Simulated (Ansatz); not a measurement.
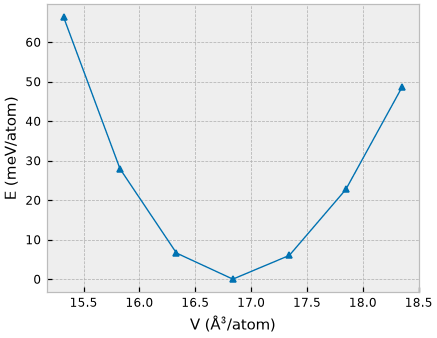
*ScPd (CsCl type, Pm-3m) under volume change, DFT-LDA in the program Ansatz with PAW potentials, scaled uniformly.*

What does a third-order Birch–Murnaghan fit give for V₀, B₀ and B′?

V₀ = 16.84 Å³/atom, B₀ = 133 GPa, B′ = 4.2.

The workflow started from a Materials Project entry (that database holds measured and hypothetical structures alike); the Crystallography Open Database files this formula in space group No. 221, but the cells were not matched. Whether it is the stable phase at ambient conditions was not checked. Symmetry was held in the LDA relaxation; of distortions, only those at the zone centre were tested. No spin polarisation was allowed.

Potentials: the later of the program's two PAW sets.
